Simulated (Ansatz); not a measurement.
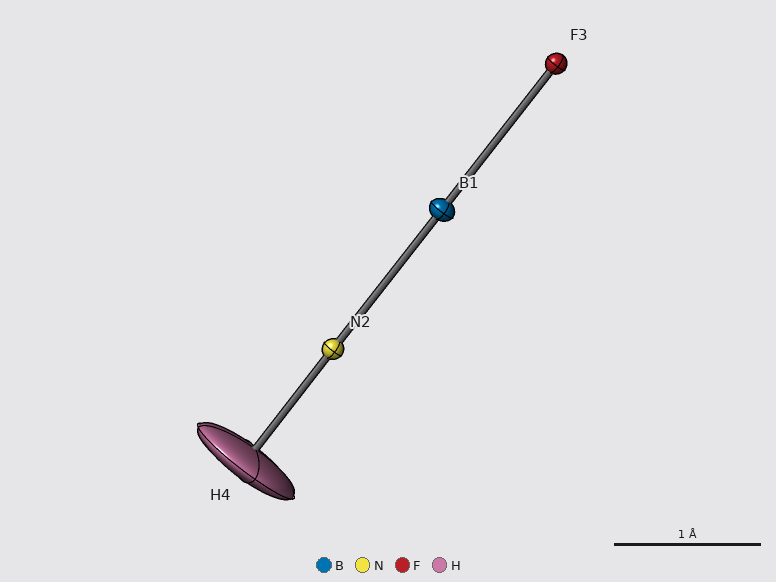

Displacement ellipsoids at the 50 % level, from the internal vibrations of the free molecule (harmonic, no overall translation or rotation; no half-axis is drawn under 0.075 Å). Vibrations computed with RKS PBE0-D4/def2-TZVP (Ansatz 0.2.0). Temperature: 298 K.

Give the displacement parameters, one line for each set of equivalent atoms.

| atom | U_eq (Å²) | rms amplitudes (Å) |
| --- | --- | --- |
| B1 | 0.0027 | 0.024, 0.061, 0.061 |
| N2 | 0.0013 | 0.025, 0.040, 0.041 |
| F3 | 0.00034 | 0.017, 0.017, 0.022 |
| H4 | 0.0501 | 0.069, 0.270, 0.270 |
